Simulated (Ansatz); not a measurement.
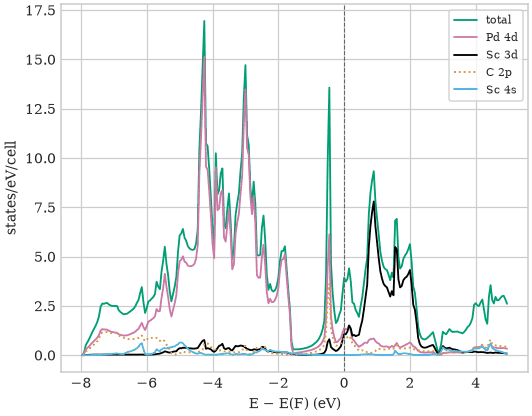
Figure. Total and projected density of states of ScPd3C (anti-perovskite, Pm-3m), the program Ansatz at the r²SCAN level (PAW)

Which orbitals carry the states next to the Fermi level?

Within 0.5 eV of the Fermi level: Pd 4d 37 %, C 2p 24 %, Sc 3d 22 %, outside the projected shells 15 %. Projections are on Löwdin-orthogonalised atomic valence shells; empty p or d shells of many metals are not among them.

Where is the tallest occupied peak in this window, and what makes it?

Near -4.2 eV, about 17 states/eV per cell; the largest projected share is Pd 4d.

The start of the workflow was typed in or built on a structure type; neither database checked (COD, Materials Project) lists it. Whether it is the stable phase at ambient conditions was not checked. Symmetry was held in the r²SCAN relaxation; whether a distortion lowers the energy is not shown. No spin polarisation was allowed. Spin–orbit coupling is left out wherever it is not named.

Potentials: the later of the program's two PAW sets.
